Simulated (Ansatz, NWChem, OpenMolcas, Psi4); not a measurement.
# Strength of the Se–H bond: HSe → Se + H

Species: HSe, doublet; Se atom, triplet; H atom, doublet. 

Shapes, held fixed at every level: PBE0-D4/def2-TZVP. Programs: Ansatz 0.2.0, NWChem 7.3.0, OpenMolcas 26.06, Psi4 1.11. A level may come from different programs for different species; with the same settings they agree closely. The zero-point and thermal change to 298 K, harmonic and unscaled (PBE0-D4/def2-TZVP), is -22.2 kJ/mol.

```tsv
level	kind	ΔH(298 K) (kJ/mol)	less CCSD(T)/def2-TZVPP
HF/cc-pVTZ	Hartree–Fock	+195.2	-103.2
BLYP/cc-pVTZ	GGA	+308.0	+9.6
r2SCAN0/cc-pVTZ	global hybrid	+302.7	+4.3
r2SCAN0-D4/def2-TZVPP	global hybrid	+303.7	+5.3
MP2/def2-TZVPP	perturbation theory	+287.7	-10.7
BCCD(T)/cc-pVTZ	coupled cluster or CI	+299.6	+1.2
CCSD(T)/def2-TZVPP	coupled cluster or CI	+298.4	0.0
```

The highest level, CCSD(T)/def2-TZVPP, gives ΔH(298 K) = +298.4 kJ/mol; the levels span +195.2 to +308.0. The column of differences is taken from that level and isn't an error. Hartree–Fock misses the correlation of the pair that is broken and comes out low. No measured value is set beside it here. Open shells run unrestricted unless RO is named. Relativity is left out for Se unless named. Correlated rows may include outer-core shells of Se, which these sets cover unevenly. Spin-orbit coupling lowers the free atoms by 11.3 kJ/mol; the thermal change holds that.

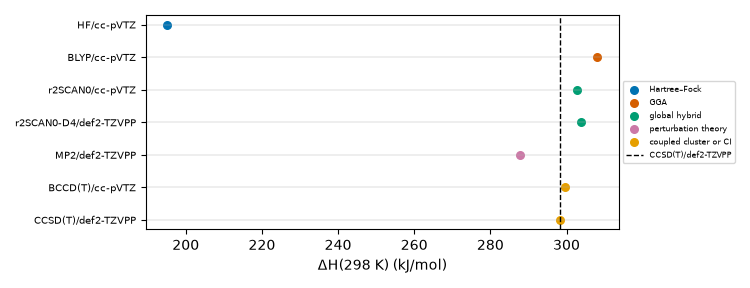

The values of the table, level by level.
